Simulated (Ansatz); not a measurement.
# TiAl: the cost of one run

Computed with Ansatz 0.2.0 (DFT LDA, scalar-relativistic, plane waves, PAW, unless a step's input says otherwise).

28 further runs of the same task are left out: 28 set aside as unsound or not needed. Runs told in other sessions of the task aren't counted.

## Step 1: The system as given

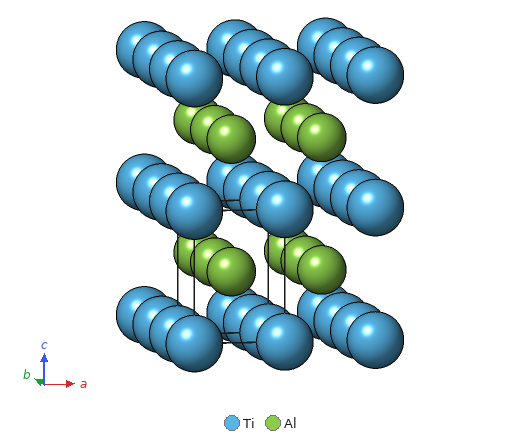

The starting structure, seen slightly off an axis (titanium blue, aluminium green). 2×3×2 cells are drawn. Atoms on the faces are drawn again on the opposite ones.

Structure file:

```
Ti Al
1.0
     2.64918    0.00000    0.00000
     0.00000    2.64918    0.00000
     0.00000    0.00000    3.83633
Ti Al
1 1
Direct
  0.00000 0.00000 0.00000
  0.50000 0.50000 0.50000
```

## Step 2: Volume 13.462 Å³ an atom, total moment held at 0.500 muB a cell

input.yaml

```yaml
crystal:
  lattice:
    - [2.6491813271, 0.0, 0.0]
    - [0.0, 2.6491813271, 0.0]
    - [0.0, 0.0, 3.8363322385]
  atoms:
    - { symbol: Ti, position: [0.0, 0.0, 0.0], spin: 0.5 }
    - { symbol: Al, position: [0.5, 0.5, 0.5] }
basis:
  ecutwfc: 520.0
kpoints:
  mp_grid: { grid: [18, 18, 12] }
hamiltonian:
  xc: lda
  pseudopotentials: { kind: paw, azcp: { folder: soft_1 } }
scf:
  occupations: { method: gaussian, width: 0.15 }
  lower_state_search: "off"
output:
  forces: true
  stress: true
  eigenvalues: true
  populations: true
magnetization:
  spin_polarized: true
  initial_magnetization: 0.5
  spin_locking: { lock_magnetization: hard }
```

On the command line:

```sh
> ansatz run input.yaml --threads 2 --pin off --max-ram 4096MiB --backend cpu --events-out ev --progress --plain --runs-dir out
```

What time and memory should one allow on 2 threads of Arm Neoverse N1, shared host?

About 22 s, with a peak of 0.53 GiB.
